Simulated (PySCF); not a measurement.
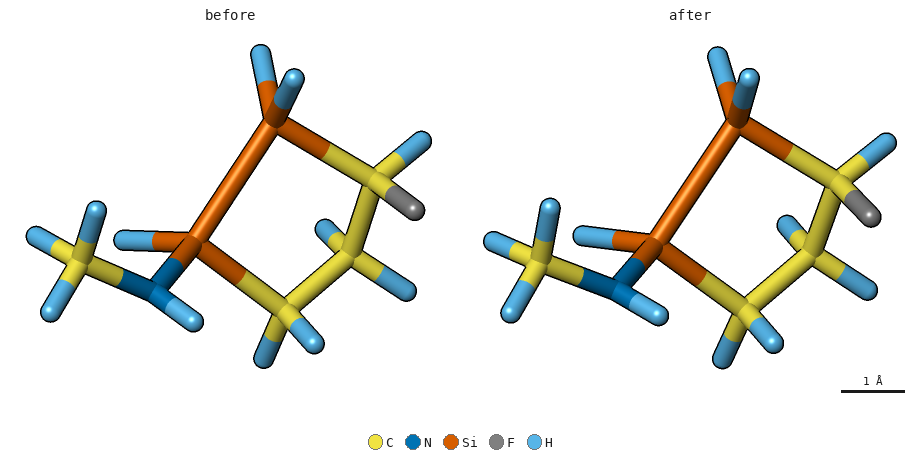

The structure of C4H12FNSi2 before (left) and after (right) a relaxation, at one scale.

The picture is a stick view, seen at a tilt.

The start comes from GFN2-xTB.

Level of theory: PySCF 2.14.0, density-fitted response routines, PBE0-D3(BJ)/def2-SVP geometry optimisation, gas phase. 

Q: Summarise the run.

A: The atom that moves furthest after the best rigid fit is an H atom (0.15 Å). By element the largest moves are H 0.15 Å, F 0.13 Å, N 0.08 Å, C 0.06 Å, Si 0.05 Å. Some distances before and after: Si–Si 2.325 → 2.362 Å, H–Si 1.467 → 1.494 Å, N–Si 1.722 → 1.734 Å, C–H 1.089 → 1.101 Å. Among the angles between lasting bonds that change: Si–Si–H 123.3° → 119.4°, Si–Si–H 115.5° → 111.8°, C–Si–H 106.9° → 110.6°. After 5 geometry steps the energy has fallen by 3.44 kcal/mol. Largest force component: 0.97 eV/Å at the start, 0.017 eV/Å at the end. The run took of the order of 100 core-seconds on a shared host.
